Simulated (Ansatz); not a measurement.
The parent structure is BaTiO$_{3}$ (space group P4mm, No. 99; a = 3.972 Å, c = 4.113 Å). Axes: x, y, z lie along a, b, c of the conventional cell.

Modification: uniaxial stress, 1 GPa compression along z; all other stress components relax to zero.

Level of theory: Kohn–Sham DFT with the r2SCAN functional, run in Ansatz (a first-principles code) with PAW and 500 eV plane waves, no spin-orbit coupling.

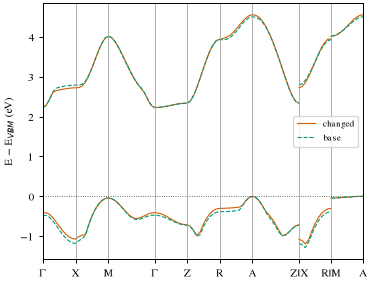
Fig. 1. Highest valence and lowest conduction band along the path, each from its own valence-band maximum

The gap is 2.23 eV, indirect, A → Γ; the base has 2.23 eV.

Load acts through the strain it causes; cell and atoms are relaxed under it. Beyond what the load breaks, stability against distortions was not tested. All final runs are without spin polarisation.
